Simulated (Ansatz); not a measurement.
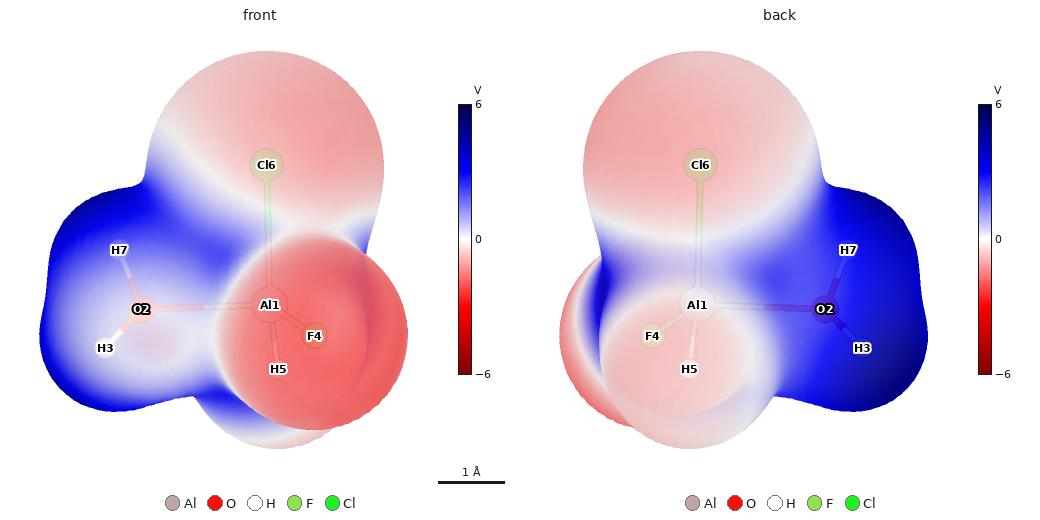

The picture shows: AlClFH3O. The molecular electrostatic potential painted on the density surface at 0.004 e/bohr³, seen from the front and from behind; red is negative and blue positive.

Computed with RKS PBE0/def2-SVP (Ansatz 0.2.0).

Input file:

```
crystal:
  periodic: [false, false, false]
  atoms:
    - { symbol: Al, position_ang: [0.023619, 0.507752, -0.488369] }
    - { symbol: O, position_ang: [-0.065431, -0.083028, 2.406744] }
    - { symbol: H, position_ang: [-0.938194, -0.171661, 2.807599] }
    - { symbol: F, position_ang: [1.498477, -0.118147, -0.894538] }
    - { symbol: H, position_ang: [-1.314451, -0.146139, -0.956335] }
    - { symbol: Cl, position_ang: [0.066966, 2.505308, 0.420585] }
    - { symbol: H, position_ang: [0.105113, 0.885814, 2.415914] }
basis:
  gaussian: { orbitals: def2-SVP }
hamiltonian:
  xc: pbe0
relax:
  f_tol: 0.03
  max_steps: 50
output:
  orbitals: {}
```

Command:

```sh
ansatz run input.yaml --threads 1 --pin off --max-ram 2048MiB --backend cpu --events-out ev --progress --plain --runs-dir out
```

The fields are those of the run's last geometry, not of the input's.

**Where is the surface potential most negative and most positive?**

The most negative region (about −1.9 V) lies over F4, the most positive (about +5.1 V) over H3.
